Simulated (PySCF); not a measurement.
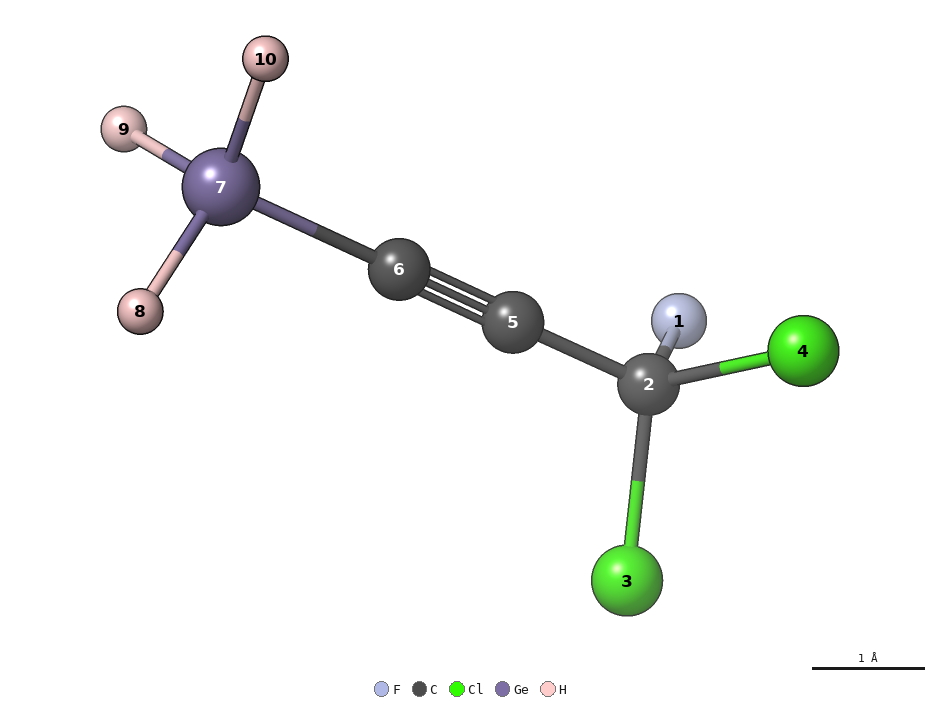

Orthographic view. Atoms fade into the background with distance from the viewer. The geometry was computed by an optimisation with PBE0-D3(BJ)/def2-SVP. No frequency run is at hand to confirm it as a minimum.

Give the geometry as a Z-matrix, atoms in numerical order, with these reference atoms: 2 to 1; 3 to 2, 1; 4 to 2, 1, 3; 5 to 2, 1, 4; 6 to 5, 1, 2; 7 to 6, 1, 2; 8 to 7, 6, 1; 9 to 7, 8, 6; 10 to 7, 9, 8.

```
F  
C    1   1.340
Cl   2   1.783   1   108.1
Cl   2   1.783   1   108.0   3   118.6
C    2   1.453   1   111.0   4   120.7
C    5   1.216   1   146.5   2   179.9
Ge   6   1.907   1   158.1   2   180.0
H    7   1.533   6   108.0   1   145.9
H    7   1.533   8   110.9   6   118.1
H    7   1.533   9   110.8   8  -123.6
```
